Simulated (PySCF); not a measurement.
**UB2PLYP/STO-3G run of BH3O− (SMILES [BH2-]O)**

Aim: the energy change on altering one bond length of BH3O− at UB2PLYP/STO-3G, from 2 runs. The job is set up through a Python script.

The results are computed with PySCF 2.14.0.

8 further runs of the same task are left out: 8 set aside as unsound or not needed.

### 1 The system as given

The species is BH3O− (5 atoms), meant as a doublet with charge -1. As SMILES, `[BH2-]O`. Geometry: relaxed at GFN2-xTB.

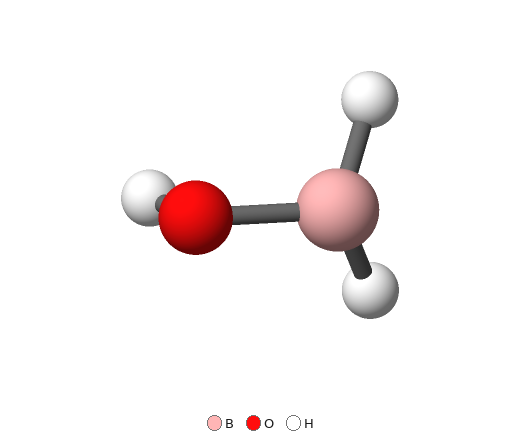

Viewed from a chosen angle; boron pink, oxygen red, hydrogen white.

### 2 The energy at UB2PLYP/STO-3G

Contents of job.py:

```python
from pyscf import gto, dft, mp

system = gto.M(
    atom=[
    ('B', (-0.558550, -0.234200, 0.180320)),
    ('O', (0.255120, 1.054670, 0.280220)),
    ('H', (0.033680, -1.207330, 0.735040)),
    ('H', (-0.823360, -0.530130, -1.022660)),
    ('H', (1.093110, 0.916990, -0.172930)),
],
    basis='sto-3g',
    spin=1,
    charge=-1,
    max_memory=1860,
    verbose=4,
)

ks = dft.UKS(system, xc='0.53*HF + 0.47*B88, 0.73*LYP')
ks.grids.level = 5
ks.conv_tol = 1e-10
ks.kernel()
if not ks.converged:
    ks = ks.newton().run(ks.mo_coeff, ks.mo_occ)

pt = mp.MP2(ks, frozen=2).run()
etot = ks.e_tot + 0.27 * pt.e_corr
print('PT2 part  %.8f' % (0.27 * pt.e_corr))
print('Final energy', etot)
```

Started as:

```
$ OMP_NUM_THREADS=1 python job.py
```

Log:

```text
PySCF version 2.14.0

[INPUT] num. atoms = 5
[INPUT] num. electrons = 17
[INPUT] charge = -1
[INPUT] spin (= nelec alpha-beta = 2S) = 1
[INPUT] symmetry False subgroup None
[INPUT] Mole.unit = angstrom
[INPUT] Symbol           X                Y                Z      unit          X                Y                Z       unit  Magmom
[INPUT]  1 B     -0.558550000000  -0.234200000000   0.180320000000 AA   -1.055506526876  -0.442573858373   0.340755414782 Bohr   0.0
[INPUT]  2 O      0.255120000000   1.054670000000   0.280220000000 AA    0.482106928899   1.993037451795   0.529539054626 Bohr   0.0
[INPUT]  3 H      0.033680000000  -1.207330000000   0.735040000000 AA    0.063645975875  -2.281523041971   1.389024290600 Bohr   0.0
[INPUT]  4 H     -0.823360000000  -0.530130000000  -1.022660000000 AA   -1.555924901922  -1.001800510416  -1.932547318548 Bohr   0.0
[INPUT]  5 H      1.093110000000   0.916990000000  -0.172930000000 AA    2.065678524023   1.732859958965  -0.326790338721 Bohr   0.0

nuclear repulsion = 28.0513131344366
number of shells = 9
number of NR pGTOs = 39
number of NR cGTOs = 13
basis = sto-3g
ecp = {}

******** <class 'pyscf.dft.uks.UKS'> ********
method = UKS
initial guess = minao
damping factor = 0
level_shift factor = 0
DIIS = <class 'pyscf.scf.diis.CDIIS'>
diis_start_cycle = 1
diis_space = 8
diis_damp = 0
SCF conv_tol = 1e-10
SCF conv_tol_grad = None
SCF max_cycles = 50
direct_scf = True
direct_scf_tol = 1e-13
number electrons alpha = 9  beta = 8
XC library pyscf.dft.libxc version 7.0.0
    S. Lehtola, C. Steigemann, M. J.T. Oliveira, and M. A.L. Marques.,  SoftwareX 7, 1–5 (2018)
XC functionals = 0.53*HF + 0.47*B88, 0.73*LYP
    A. D. Becke.,  Phys. Rev. A 38, 3098 (1988)
    C. Lee, W. Yang, and R. G. Parr.,  Phys. Rev. B 37, 785 (1988)
    B. Miehlich, A. Savin, H. Stoll, and H. Preuss.,  Chem. Phys. Lett. 157, 200 (1989)
radial grids:
    Treutler-Ahlrichs [JCP 102, 346 (1995); DOI:10.1063/1.469408] (M4) radial grids

becke partition: Becke, JCP 88, 2547 (1988); DOI:10.1063/1.454033
pruning grids: <function nwchem_prune>
grids dens level: 5
symmetrized grids: False
atomic radii adjust function: <function treutler_atomic_radii_adjust>
small_rho_cutoff = 0
Set gradient conv threshold to 1e-05
tot grids = 156760
init E= -100.085190873242
[... the frontier-level lines of each cycle are left out ...]


cycle= 1 E= -100.017629331801  delta_E= 0.0676  |g|= 0.342  |ddm|= 1.82
cycle= 2 E= -100.092503773066  delta_E= -0.0749  |g|= 0.162  |ddm|= 0.727
cycle= 3 E= -100.10998365725  delta_E= -0.0175  |g|= 0.0165  |ddm|= 0.234
cycle= 4 E= -100.11030795625  delta_E= -0.000324  |g|= 0.00559  |ddm|= 0.0355
cycle= 5 E= -100.11035713527  delta_E= -4.92e-05  |g|= 0.00209  |ddm|= 0.0135
cycle= 6 E= -100.110366785548  delta_E= -9.65e-06  |g|= 0.000306  |ddm|= 0.00825
cycle= 7 E= -100.110366975491  delta_E= -1.9e-07  |g|= 5.12e-05  |ddm|= 0.00116
cycle= 8 E= -100.110366981502  delta_E= -6.01e-09  |g|= 1.7e-05  |ddm|= 0.000186
cycle= 9 E= -100.110366982192  delta_E= -6.91e-10  |g|= 4.04e-06  |ddm|= 7.83e-05
cycle= 10 E= -100.110366982228  delta_E= -3.58e-11  |g|= 8.21e-07  |ddm|= 1.71e-05
Extra cycle  E= -100.110366982229  delta_E= -1.17e-12  |g|= 3.95e-07  |ddm|= 2.12e-06
converged SCF energy = -100.110366982229  <S^2> = 0.75251165  2S+1 = 2.0025101

******** <class 'pyscf.mp.ump2.UMP2'> ********
nocc = (np.int64(7), np.int64(6)), nmo = (11, 11)
frozen orbitals 2
E(UMP2) = -100.192267424126  E_corr = -0.0819004418970533
E(SCS-UMP2) = -100.201863570017  E_corr = -0.0914965877877591
E_corr(same-spin) = -0.00782762594850562
E_corr(oppo-spin) = -0.0740728159485477
PT2 part  -0.02211312
Final energy -100.13248010154162
```

It took 2.9 s on 1 thread of Intel Xeon 6975P-C (Granite Rapids), shared host; peak memory 0.18 GiB.

### 3 The distorted shape

Contents of job.py:

```python
from pyscf import gto, dft, mp

mol = gto.M(
    atom=[
    ('B', (-1.269214, 0.933537, -0.485333)),
    ('O', (-0.455544, 2.222407, -0.385433)),
    ('H', (0.033680, -1.207330, 0.735040)),
    ('H', (-1.534024, 0.637607, -1.688313)),
    ('H', (0.382446, 2.084727, -0.838583)),
],
    verbose=4,
    charge=-1,
    basis='sto-3g',
    max_memory=1860,
    spin=1,
)

calc0 = dft.UKS(mol)
calc0.xc = '0.53*HF + 0.47*B88, 0.73*LYP'
calc0.grids.level = 5
calc0.conv_tol = 1e-10
calc0.kernel()
if not calc0.converged:
    calc0 = calc0.newton().run(calc0.mo_coeff, calc0.mo_occ)

pt = mp.MP2(calc0, frozen=2).run()
etot = calc0.e_tot + 0.27 * pt.e_corr
print('PT2 part  %.8f' % (0.27 * pt.e_corr))
print(f'total energy: {etot:.8f} hartree')
```

Started as:

```
$ OMP_NUM_THREADS=1 python job.py
```

Log:

```text
PySCF version 2.14.0

[INPUT] num. atoms = 5
[INPUT] num. electrons = 17
[INPUT] charge = -1
[INPUT] spin (= nelec alpha-beta = 2S) = 1
[INPUT] symmetry False subgroup None
[INPUT] Mole.unit = angstrom
[INPUT] Symbol           X                Y                Z      unit          X                Y                Z       unit  Magmom
[INPUT]  1 B     -1.269214000000   0.933537000000  -0.485333000000 AA   -2.398466853464   1.764129257148  -0.917146449214 Bohr   0.0
[INPUT]  2 O     -0.455544000000   2.222407000000  -0.385433000000 AA   -0.860853397689   4.199740567316  -0.728362809369 Bohr   0.0
[INPUT]  3 H      0.033680000000  -1.207330000000   0.735040000000 AA    0.063645975875  -2.281523041971   1.389024290600 Bohr   0.0
[INPUT]  4 H     -1.534024000000   0.637607000000  -1.688313000000 AA   -2.898885228510   1.204902605106  -3.190449182543 Bohr   0.0
[INPUT]  5 H      0.382446000000   2.084727000000  -0.838583000000 AA    0.722718197435   3.939563074486  -1.584692202716 Bohr   0.0

nuclear repulsion = 26.0834674971284
number of shells = 9
number of NR pGTOs = 39
number of NR cGTOs = 13
basis = sto-3g
ecp = {}

******** <class 'pyscf.dft.uks.UKS'> ********
method = UKS
initial guess = minao
damping factor = 0
level_shift factor = 0
DIIS = <class 'pyscf.scf.diis.CDIIS'>
diis_start_cycle = 1
diis_space = 8
diis_damp = 0
SCF conv_tol = 1e-10
SCF conv_tol_grad = None
SCF max_cycles = 50
direct_scf = True
direct_scf_tol = 1e-13
number electrons alpha = 9  beta = 8
XC library pyscf.dft.libxc version 7.0.0
    S. Lehtola, C. Steigemann, M. J.T. Oliveira, and M. A.L. Marques.,  SoftwareX 7, 1–5 (2018)
XC functionals = 0.53*HF + 0.47*B88, 0.73*LYP
    A. D. Becke.,  Phys. Rev. A 38, 3098 (1988)
    C. Lee, W. Yang, and R. G. Parr.,  Phys. Rev. B 37, 785 (1988)
    B. Miehlich, A. Savin, H. Stoll, and H. Preuss.,  Chem. Phys. Lett. 157, 200 (1989)
radial grids:
    Treutler-Ahlrichs [JCP 102, 346 (1995); DOI:10.1063/1.469408] (M4) radial grids

becke partition: Becke, JCP 88, 2547 (1988); DOI:10.1063/1.454033
pruning grids: <function nwchem_prune>
grids dens level: 5
symmetrized grids: False
atomic radii adjust function: <function treutler_atomic_radii_adjust>
small_rho_cutoff = 0
Set gradient conv threshold to 1e-05
tot grids = 156760
init E= -99.8544835870663
[... the frontier-level lines of each cycle are left out ...]


cycle= 1 E= -99.7799429566048  delta_E= 0.0745  |g|= 0.339  |ddm|= 1.78
cycle= 2 E= -99.6687268425077  delta_E= 0.111  |g|= 0.456  |ddm|= 1.47
cycle= 3 E= -99.8860929138945  delta_E= -0.217  |g|= 0.0991  |ddm|= 1.14
cycle= 4 E= -99.9051682977979  delta_E= -0.0191  |g|= 0.0507  |ddm|= 0.44
cycle= 5 E= -99.914411465591  delta_E= -0.00924  |g|= 0.0278  |ddm|= 0.206
cycle= 6 E= -99.9189776102211  delta_E= -0.00457  |g|= 0.0245  |ddm|= 0.159
cycle= 7 E= -99.9219842623555  delta_E= -0.00301  |g|= 0.0155  |ddm|= 0.341
cycle= 8 E= -99.9228628764608  delta_E= -0.000879  |g|= 0.00359  |ddm|= 0.125
cycle= 9 E= -99.9228621131534  delta_E= 7.63e-07  |g|= 0.00454  |ddm|= 0.0721
cycle= 10 E= -99.9229710637581  delta_E= -0.000109  |g|= 0.00055  |ddm|= 0.0376
cycle= 11 E= -99.9229723167529  delta_E= -1.25e-06  |g|= 0.000321  |ddm|= 0.00385
cycle= 12 E= -99.9229727978912  delta_E= -4.81e-07  |g|= 0.000148  |ddm|= 0.00188
cycle= 13 E= -99.9229729220534  delta_E= -1.24e-07  |g|= 1.82e-05  |ddm|= 0.00135
cycle= 14 E= -99.9229729233439  delta_E= -1.29e-09  |g|= 1.08e-05  |ddm|= 0.000177
cycle= 15 E= -99.9229729239652  delta_E= -6.21e-10  |g|= 1.96e-06  |ddm|= 9.68e-05
cycle= 16 E= -99.9229729239762  delta_E= -1.1e-11  |g|= 5.99e-07  |ddm|= 1.04e-05
Extra cycle  E= -99.9229729239771  delta_E= -8.95e-13  |g|= 3.23e-07  |ddm|= 1.83e-06
converged SCF energy = -99.9229729239771  <S^2> = 1.0531424  2S+1 = 2.2831053

******** <class 'pyscf.mp.ump2.UMP2'> ********
nocc = (np.int64(7), np.int64(6)), nmo = (11, 11)
frozen orbitals 2
E(UMP2) = -100.010887514954  E_corr = -0.0879145909764858
E(SCS-UMP2) = -100.01728582078  E_corr = -0.0943128968034049
E_corr(same-spin) = -0.0129053219635131
E_corr(oppo-spin) = -0.0750092690129727
PT2 part  -0.02373694
total energy: -99.94670986 hartree
```

Wall time 4.8 s (1 thread of Intel Xeon 6975P-C (Granite Rapids), shared host); peak memory 0.18 GiB.

### 4 Summary of results

At UB2PLYP/STO-3G, 2 core orbitals frozen:

| quantity | value |
| --- | --- |
| first shape: total energy | -100.13248 Eh |
| first shape: HOMO energy (SCF part's orbitals) (highest over α and β) | 5.61 eV |
| first shape: LUMO energy (SCF part's orbitals) (lowest over α and β) | 15.34 eV |
| first shape: ⟨S²⟩ | 0.753 |
| distorted shape: total energy | -99.94671 Eh |
| distorted shape: HOMO energy (SCF part's orbitals) (highest over α and β) | 6.07 eV |
| distorted shape: LUMO energy (SCF part's orbitals) (lowest over α and β) | 11.23 eV |
| distorted shape: ⟨S²⟩ | 1.053 |
| energy change with the B1–H3 bond stretched from 1.267 to 2.787 Å | 5.055 eV |

In words: With the B1–H3 bond stretched from 1.267 to 2.787 Å the energy rises by 5.06 eV (117 kcal/mol). The first shape isn't relaxed at this level, so the change isn't measured from a minimum. The minimal basis adds a large error of its own. Mulliken charges (first shape) run from -0.44 on O2 to +0.07 on H5; they depend strongly on the basis. The HOMO (first shape) lies at positive energy, 5.61 eV; only total energies tell whether the electron is bound. ⟨S²⟩ (distorted shape) is 1.05 where a pure doublet has 0.75: the reference is spin-contaminated. Mulliken charges (distorted shape) run from -0.41 on O2 to +0.11 on H5; they depend strongly on the basis. The HOMO (distorted shape) lies at positive energy, 6.07 eV; only total energies tell whether the electron is bound.
